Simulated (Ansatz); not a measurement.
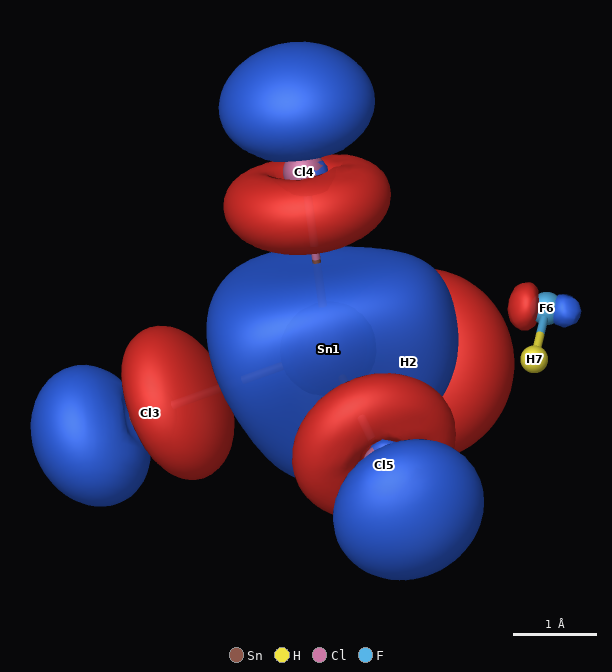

The picture shows: Cl$_{3}$HSn···HF. One frontier orbital at ±0.08 Å⁻³ᐟ² (blue and red are the two phases), seen at a tilt.

Core potentials replace the inner electrons of Sn.

All numbers below come from RKS PBE0-D4/def2-SVP (Ansatz 0.2.0).

```yaml
atoms:
  - { symbol: Sn, position_ang: [0.2403, 0.1559, 0.1023] }
  - { symbol: H, position_ang: [0.7125, 0.3396, 1.7155] }
  - { symbol: Cl, position_ang: [2.1425, -0.2336, -1.1944] }
  - { symbol: Cl, position_ang: [-0.8207, 1.9606, -0.8998] }
  - { symbol: Cl, position_ang: [-1.0744, -1.7700, -0.3061] }
  - { symbol: F, position_ang: [-2.0552, 0.1622, 1.6534] }
  - { symbol: H, position_ang: [-2.2856, -0.6148, 1.1890] }
```

Question: Which orbital is it: HOMO or LUMO?

Answer: The LUMO, at −2.40 eV. Its weight (Hirshfeld) is mainly on Sn1 (about 40 %), Cl5 (about 20 %), Cl4 (about 15 %), H2 (about 15 %) and Cl3 (about 15 %).
